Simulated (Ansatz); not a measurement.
AsBH4Si (SMILES B=[As][SiH3])

Input

```
crystal:
  periodic: [false, false, false]
  atoms:
    - {symbol: As, position_ang: [-1.908690, 0.172361, -0.698312]}
    - {symbol: B, position_ang: [-2.193615, 1.420689, 0.590859]}
    - {symbol: Si, position_ang: [0.161713, 0.884538, 0.262734]}
    - {symbol: H, position_ang: [-2.482865, 2.227253, 1.413282]}
    - {symbol: H, position_ang: [0.844809, -0.283054, 0.886405]}
    - {symbol: H, position_ang: [-0.017056, 1.919653, 1.337258]}
    - {symbol: H, position_ang: [1.014792, 1.492881, -0.796036]}
basis:
  gaussian: {orbitals: def2-TZVPD}
hamiltonian: {xc: pbe0}
output: {forces: true, orbitals: {seedname: orbitals}}
```

Launched as:

```sh
ansatz run input.yaml --threads 1 --pin off --max-ram 2610MiB --events-out events.jsonl --progress --plain --runs-dir runs
```

Geometry: PBE0-D3(BJ)/pcseg-1.

These are results of isolated molecule in a Gaussian basis; Kohn-Sham density functional theory, functional PBE0 in Ansatz 0.2.0, not measurements.

### What can the converged electron density and electron localisation function tell about the bonding?

B–As (1.82 Å): ρ is about 1.1 e/Å³ halfway; the ELF peaks at about 0.85 between the atoms; a covalent bond.
Si–As (2.39 Å): ρ at the midpoint is about 0.55 e/Å³; the ELF peaks at about 0.85 between the atoms; a covalent bond.
B–H (1.19 Å): ρ at the midpoint is about 1.3 e/Å³; the ELF climbs to about 1 towards the hydrogen, as it does in any bond to H; an ordinary covalent bond to hydrogen.
Si–H (1.50 Å): ρ is about 0.77 e/Å³ halfway; the ELF climbs to about 1 towards the hydrogen.

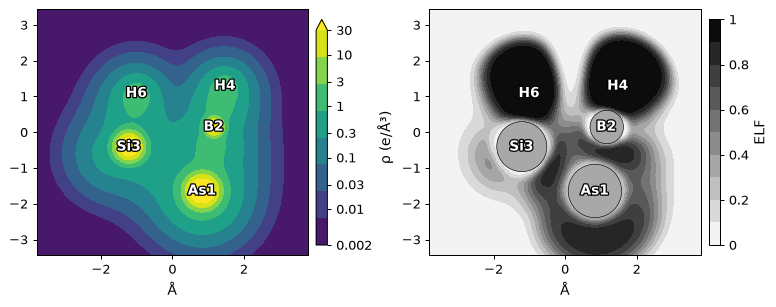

Computed electron density and electron localisation function on the plane of atoms As1, Si3 and H6, in this order. Grey discs cover the atomic cores in the ELF map. 
